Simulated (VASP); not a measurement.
Band structure of Ta3Cu (space group Fm-3m). Computed with PBE GGA, VASP's PBE PAW potentials (set 64) (plane waves; VASP).

Unless said otherwise, spin-orbit coupling is left out, though it shifts the bands of the heavy elements here.

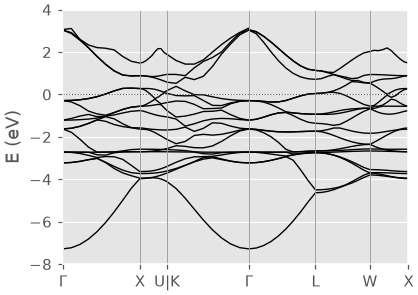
Bands along high-symmetry lines, zero at the valence-band maximum or, without a gap, the Fermi level

Read the plot: is there a gap, and where are the band edges?

It has no gap at this level: it comes out as a metal or semimetal.

The structure was generated: Ta3Cu was put into an ordered model structure, which need not be its known phase. The cell was not relaxed at this level.
